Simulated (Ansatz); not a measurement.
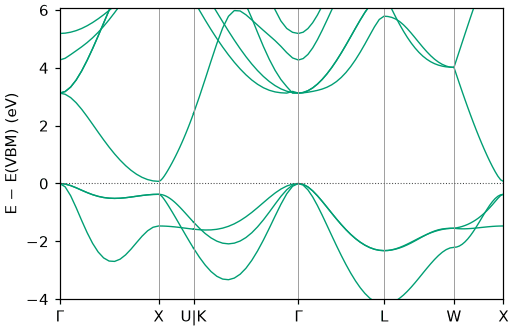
Figure. Band structure from PBEsol in the plane-wave PAW code Ansatz

Read off the gap and where the band edges lie.

About 0.1 eV (0.07 eV by a search for the band edges); maximum at Γ, minimum at X.

The material is YN (rock salt, Fm-3m).

The PBEsol relaxation kept the symmetry of its start. The run is not spin-polarised. Spin–orbit coupling is left out wherever it is not named.

Potentials: the later of the program's two PAW sets.
